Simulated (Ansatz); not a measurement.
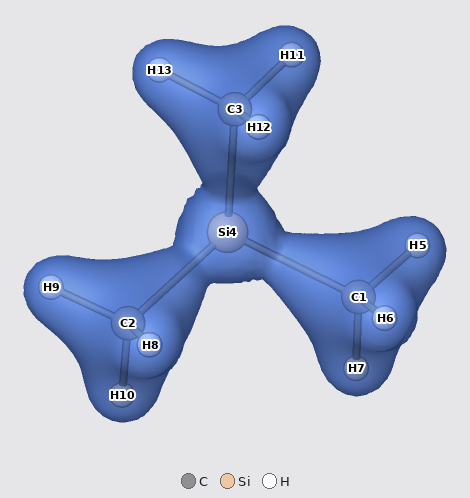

Figure. C3H9Si (SMILES C[Si](C)C) (doublet). Isosurface of the total electron density at 0.6 e/Å³ (blue), seen at a tilt.

Geometry: PBE0-D3(BJ)/def2-SVP.

The calculation used isolated molecule in a Gaussian basis; Kohn-Sham density functional theory, functional PBE0 (Ansatz).

The calculation's input:

```
crystal:
  periodic: [false, false, false]
  atoms:
    - {symbol: C, position_ang: [-0.181722, -2.428139, -2.492093]}
    - {symbol: C, position_ang: [-0.632603, 0.551960, -1.767855]}
    - {symbol: C, position_ang: [2.242473, -0.603191, -1.858461]}
    - {symbol: Si, position_ang: [0.517004, -0.678875, -2.621242]}
    - {symbol: H, position_ang: [0.468483, -3.158170, -2.998259]}
    - {symbol: H, position_ang: [-0.268673, -2.729714, -1.433054]}
    - {symbol: H, position_ang: [-1.182958, -2.494511, -2.944902]}
    - {symbol: H, position_ang: [-0.727585, 0.308332, -0.694685]}
    - {symbol: H, position_ang: [-0.248918, 1.580735, -1.847365]}
    - {symbol: H, position_ang: [-1.641032, 0.531040, -2.208933]}
    - {symbol: H, position_ang: [2.931697, -1.303393, -2.355050]}
    - {symbol: H, position_ang: [2.201054, -0.871425, -0.787756]}
    - {symbol: H, position_ang: [2.671456, 0.407651, -1.936492]}
basis:
  gaussian:
    orbitals: def2-TZVPD
hamiltonian:
  xc: {name: PBE0}
output: {forces: true, orbitals: {seedname: orbitals}}
magnetization:
  spin_polarized: true
  initial_magnetization: 1
```

Run with:

```sh
ansatz run input.yaml --threads 2 --pin off --max-ram 4350MiB --events-out events.jsonl --progress --plain --runs-dir runs
```

### How is the density connected at this value?

At this value the surface is in one piece. It bridges the sampled C–Si (1.89 Å) and C–H (1.10 Å) contacts, where the density stays above the isovalue. On the grid the lowest density along these lines, outside the cores, is 0.8 e/Å³ (C–Si, 1.89 Å) and 1.8 e/Å³ (C–H, 1.10 Å).
